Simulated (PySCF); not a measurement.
**C₄H₄O (SMILES CC#CC=O): density, localisation and related maps**

The calculation's input:

```
{"job": {"kind": "sp", "xc": "wB97X", "basis": "ma-def2-TZVP", "d3": "d3bj", "grid": 2}, "charge": 0, "multiplicity": 1}
C     -1.809784     0.173840    -0.048855
C     -0.368083     0.049966     0.024596
C      0.843438    -0.039066     0.083395
C      2.273635    -0.207031     0.159396
O      3.074448     0.696828     0.133963
H     -2.130953     1.212357     0.121176
H     -2.296400    -0.469509     0.700181
H     -2.169935    -0.137977    -1.041760
H      2.609784    -1.268275     0.247952
```

Command:

```sh
OMP_NUM_THREADS=1 python redox_run.py task.json out
```

Geometry: PBE0-D3(BJ)/ma-def2-SVP.

These are results of DFT single point, gas phase, functional wB97X in PySCF 2.14.0, density-fitted response routines, not measurements.

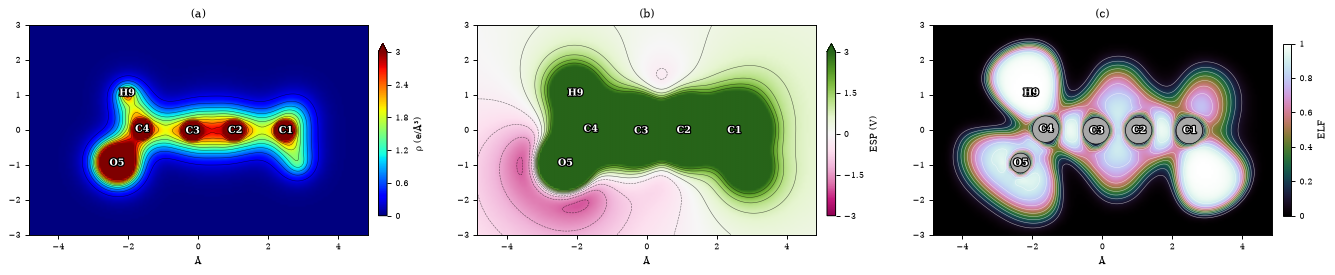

Figure 1. (a) total electron density; (b) electrostatic potential; (c) ELF on the plane of atoms C3, C4 and H9. Grey discs cover the atomic cores in the ELF map.

### Read the bonding off the picture.

The plane passes through C, O and H nuclei. C–O (1.21 Å): ρ is about 3.4 e/Å³ halfway; the ELF peaks at about 0.85 between the atoms (a multiple bond). C–C (1.22 Å): the density is about 2.7 e/Å³ at the midpoint; the ELF peaks at about 0.85 between the atoms: a multiple bond. C–H (1.12 Å): ρ is about 2 e/Å³ halfway; the ELF climbs to about 1 towards the hydrogen, as it does in any bond to H: an ordinary covalent bond to hydrogen. The ELF also peaks beside O5, away from the bonds: lone-pair regions. Outside the dense part of the molecule the potential is most negative (−2.0 V) near O5.

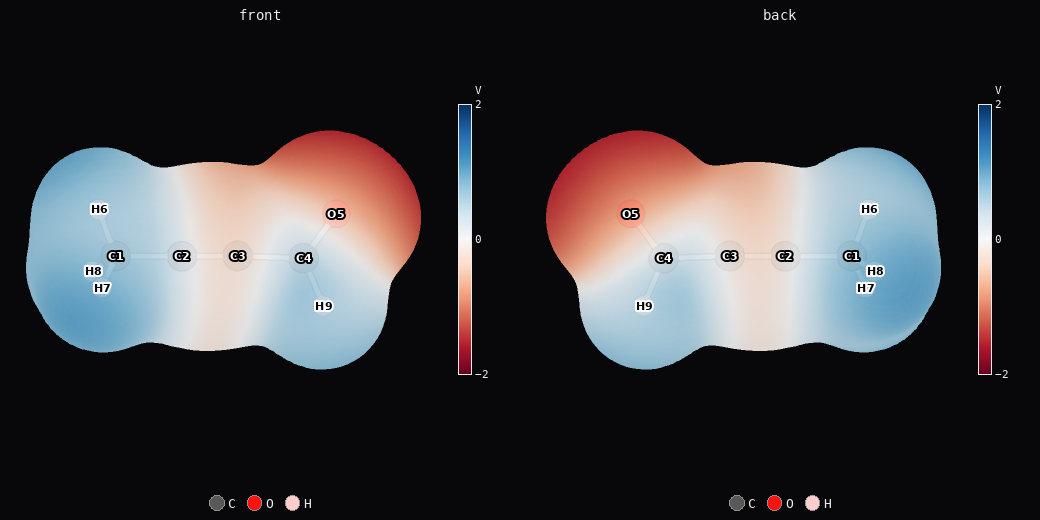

Figure 2. The electrostatic potential painted on the density surface at 0.001 e/bohr³, seen from the front and from behind; the colour scale runs from red (negative) to blue (positive).

### Describe the electrostatic potential map.

The most negative region (about −1.5 V) lies over O5, the most positive (about +1.0 V) over H7 and H8. O5 is the likeliest acceptor of a hydrogen bond.
